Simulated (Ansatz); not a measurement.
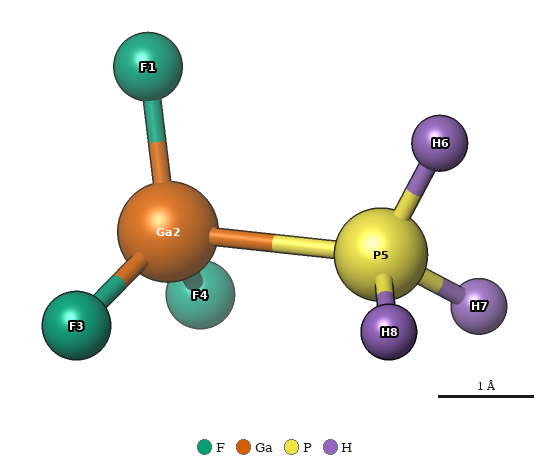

**Figure 1.** The structure as given in the input (ball-and-stick view, seen at a tilt; atoms are numbered from 1 in the order of the input). Sticks mark near contacts. Bond lengths as drawn: F–Ga 1.75 Å, Ga–P 2.49 Å and H–P 1.41 Å.

## GaPH3F3: one change and its effect

System: GaPH3F3, SMILES [F][Ga-]([F])([F])[PH3+].
Method of run A: RKS SPW92/def2-TZVPP (Ansatz 0.2.0).

The geometry comes from this level: PBE0-D4/def2-TZVP. Text and figures count atoms from 1; the logs count them from 0 in places.

**Input, run A**
```yaml
crystal:
  periodic: [false, false, false]
  atoms:
    - {symbol: F, position_ang: [-0.150421, -2.040264, 1.276939]}
    - {symbol: Ga, position_ang: [0.736087, -1.171020, 0.038419]}
    - {symbol: F, position_ang: [2.309345, -0.537026, 0.483892]}
    - {symbol: F, position_ang: [0.540587, -1.722957, -1.614626]}
    - {symbol: P, position_ang: [-0.581201, 0.944092, -0.044220]}
    - {symbol: H, position_ang: [-1.670515, 1.058755, 0.837469]}
    - {symbol: H, position_ang: [-1.197177, 1.271461, -1.265094]}
    - {symbol: H, position_ang: [0.105494, 2.139760, 0.231321]}
basis:
  gaussian: {orbitals: def2-TZVPP}
hamiltonian: {xc: lda}
output: {orbitals: {seedname: orbitals}}
```

Hardware: 4 CPU threads, shared host.

**Output (run A)**
```
Functional definition: SPW92
  exchange = slater_x
  correlation = pw_c
1300 factors; their error is unknown
mean field evaluation 1: about -69697.4572 eV, gradient 7.6e1 eV
mean field evaluation 2: about -69651.5311 eV, gradient 2.0e2 eV
mean field evaluation 4: about -69704.8538 eV, gradient 8.9e0 eV
mean field evaluation 8: about -69704.9530 eV, gradient 1.7e-1 eV
mean field evaluation 16: about -69704.9240 eV, gradient 1.9e-4 eV
mean field -69704.92396602 eV, -2561.6087080570 hartree, gradient 4.1e-5 eV, S^2 0.000000; 0 other end points of the search recorded, 0 dependent functions left out
reference -69704.92400549 eV, -2561.6087095075 hartree; 38, 38 occupied and 187, 187 virtual orbitals, 1300 factors
Total energy: -69704.92400549 eV, -2561.6087095075 hartree
```

The input of run B differs as follows (lines with − go, lines with + come):
```diff
-hamiltonian: {xc: lda}
+correlation: {method: ccsd_t}
```

How does run B compare with run A?

The total energies belong to different methods, so their difference says nothing on which is more stable or more accurate. The HOMO goes from −8.40 to −13.29 eV. The LUMO goes from −2.07 to 2.37 eV.

**Output (run B)**
```
Functional definition: HF
  exchange = exact_x
  correlation = 0
1416 factors; integrals over basis functions are off by at most 8.9e-4 eV
mean field evaluation 1: about -69773.8472 eV, gradient 5.3e1 eV
mean field evaluation 2: about -69773.9838 eV, gradient 5.3e1 eV
mean field evaluation 4: about -69779.2920 eV, gradient 3.5e0 eV
mean field evaluation 8: about -69779.3768 eV, gradient 4.7e-1 eV
mean field evaluation 16: about -69779.3775 eV, gradient 2.9e-6 eV
mean field -69779.37754620 eV, -2564.3448266618 hartree, gradient 2.9e-6 eV, S^2 0.000000; 0 other end points of the search recorded, 0 dependent functions left out
17 core orbitals not correlated: weight in the atoms' cores, before any rotation towards them, 1.000 or more for the frozen orbitals, at most 0.000 for the correlated occupied ones
reference -69779.37754620 eV, -2564.3448266618 hartree; 21, 21 occupied and 187, 187 virtual orbitals, 1416 factors
second order -31.10066930 eV of doubles, -0.00000000 eV of singles
cycle   1  -30.57887899 eV  change    5.2e-1 eV  update   1.4e-1
cycle   2  -31.36281343 eV  change   -7.8e-1 eV  update   4.1e-2
cycle   3  -31.54001013 eV  change   -1.8e-1 eV  update   2.1e-2
cycle   4  -31.51754209 eV  change    2.2e-2 eV  update   4.9e-3
cycle   5  -31.51181776 eV  change    5.7e-3 eV  update   2.1e-3
cycle   6  -31.51341903 eV  change   -1.6e-3 eV  update   6.6e-4
cycle   7  -31.51342835 eV  change   -9.3e-6 eV  update   2.3e-4
cycle   8  -31.51321974 eV  change    2.1e-4 eV  update   8.5e-5
cycle   9  -31.51321895 eV  change    7.9e-7 eV  update   3.0e-5
perturbative correction -1.01124574 eV, -0.0371625954 hartree
Total energy: -69811.90201089 eV, -2565.5400786934 hartree
```

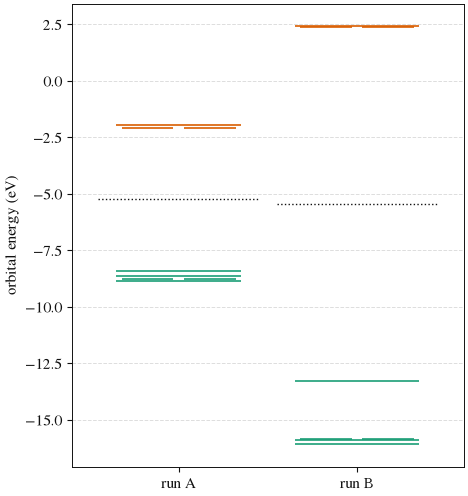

**Figure 2.** The five highest filled and three lowest empty orbital energies of the two runs; the dotted lines part filled from empty levels. The HOMO–LUMO gap is 6.33 eV in run A and 15.66 eV in run B.

**The two runs side by side**

| quantity | run A | run B |
| --- | --- | --- |
| outcome | converged | converged |
| total energy (hartree) | −2561.608710 | −2565.540079 |
| HOMO (eV) | −8.40 | −13.29 |
| LUMO (eV) | −2.07 | 2.37 |
| basis functions | 225 | 225 |
| wall time (shared host) | 0.9 s | 1.8 min |
